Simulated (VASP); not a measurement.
Band structure of KF (rock salt). All values below come from r2SCAN meta-GGA, VASP's PBE PAW potentials (set 64) (plane waves; VASP 6.6.1).

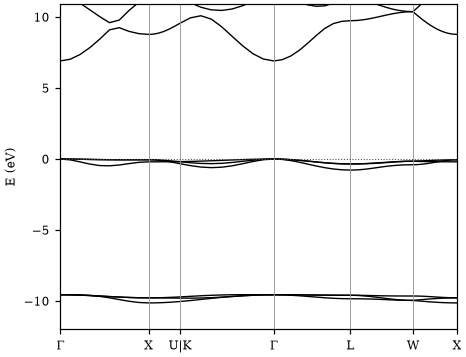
*Bands along high-symmetry lines, zero at the valence-band maximum or, without a gap, the Fermi level*

Task: Read the plot: is there a gap, and where are the band edges?

Result: The gap is direct, 6.91 eV, from the valence maximum at Γ to the conduction minimum at Γ.

Measured: gap 10.90 eV (computed value off by -3.99 eV), as given by David Koller et al., Journal of Physics Condensed Matter (2013), arXiv:1304.4470.

The compound is KF in the rock salt structure. It was relaxed first.
